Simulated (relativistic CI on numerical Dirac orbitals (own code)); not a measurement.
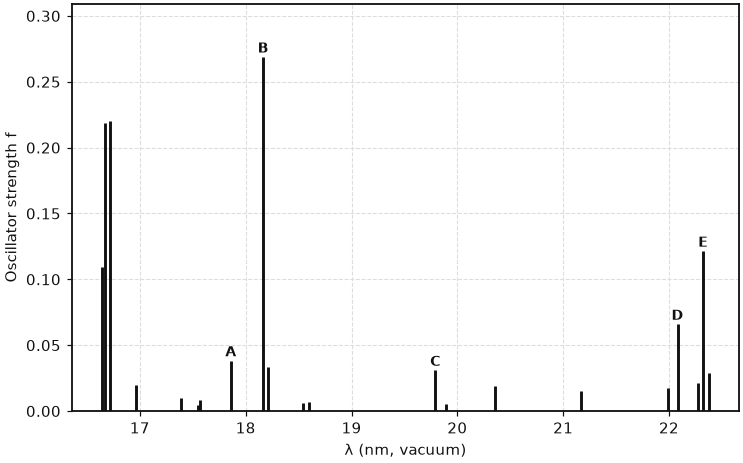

Computed spectrum: absorption lines from the lowest level (oscillator strengths f) of an atom or ion with 21 electrons. Computed by relativistic configuration interaction, KLI exchange-only orbitals, Breit term, model QED, valence Slater integrals scaled by 0.9, configurations tied to the tabulated ionisation limit (radial Dirac CI code).

Q: Identify the ion and assign the lettered lines.

A: Co⁶⁺ (cobalt, Z = 27). A: 3p⁵ 3d⁴ ⁴G°₅/₂ ← 3p⁶ 3d³ ⁴F₃/₂, 17.86 nm, f = 0.038; B: 3p⁵ 3d⁴ ⁴G°₅/₂ ← 3p⁶ 3d³ ⁴F₃/₂, 18.17 nm, f = 0.27; C: 3p⁵ 3d⁴ ⁴G°₅/₂ ← 3p⁶ 3d³ ⁴F₃/₂, 19.79 nm, f = 0.031; D: 3p⁶ 3d² 4p ⁴D°₁/₂ ← 3p⁶ 3d³ ⁴F₃/₂, 22.08 nm, f = 0.066; E: 3p⁶ 3d² 4p ⁴F°₃/₂ ← 3p⁶ 3d³ ⁴F₃/₂, 22.32 nm, f = 0.12.

Note: configurations built on the next ion are tied to the tabulated ionisation energy, low ones can still be off by several thousand cm⁻¹ and the others by 10000 or more; one shift a configuration: terms inside it, and wavelengths, can be off by thousands of cm⁻¹; only a limited list of configurations is included, so lower levels can be missing; only lines among the lowest 300 of 3900 levels are drawn.
